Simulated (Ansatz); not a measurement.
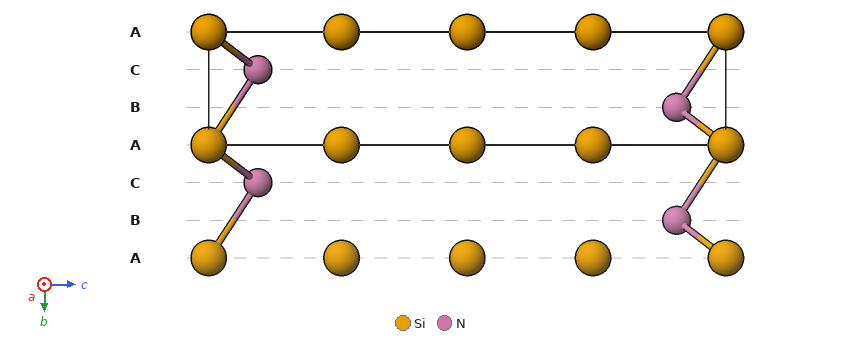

The picture looks along a close-packed row of the hexagonal mesh; c points to the right. The dashed lines mark the three columns A (0, 0), B (1/3, 2/3) and C (2/3, 1/3). The sequence starts with the first layer at or above the cell's origin.

Si₂N: coordinates from a relaxation with DFT PBE, scalar-relativistic, plane waves, PAW in Ansatz; the starting structure was generated, so it need not be a known form of this composition.

**Give the sequence of layers in one repeat, with element and column.**

Si(A) – N(C) – Si(A) – Si(A) – Si(A) – N(B) (six layers in 10.78 Å).
